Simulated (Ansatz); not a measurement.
## A computed series for hypothetical CdI2 type HfH2: thickness series

Base system: HfH2 in the CdI2 type structure (space group P-3m1, No. 164; a = 3.076 Å, c = 4.169 Å; a hypothetical phase, not in the database extracts checked; layered, stacked along the Cartesian z axis).

Free-standing slabs (3 atom(s) a layer) normal to the stacking axis with 15 Å of vacuum; in-plane cell relaxed.

The values are results of Ansatz (a first-principles code), PBE-D3(BJ), PAW, cutoff 420 eV, scalar-relativistic without spin-orbit coupling, not measurements.

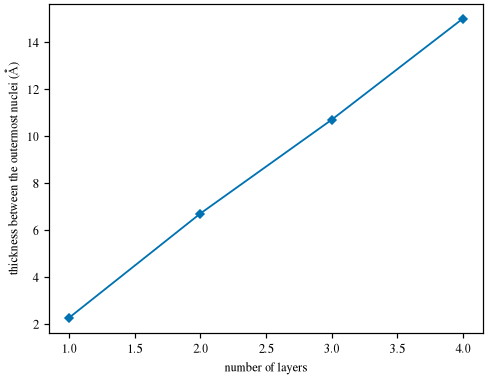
Fig. 1. Thickness between the outermost nuclei against number of layers

```csv
number of layers,thickness between the outermost nuclei
1,2.27 Å
2,6.71 Å
3,10.70 Å
4,15.02 Å
```

No phonon test of stability was made. All final runs are without spin polarisation.
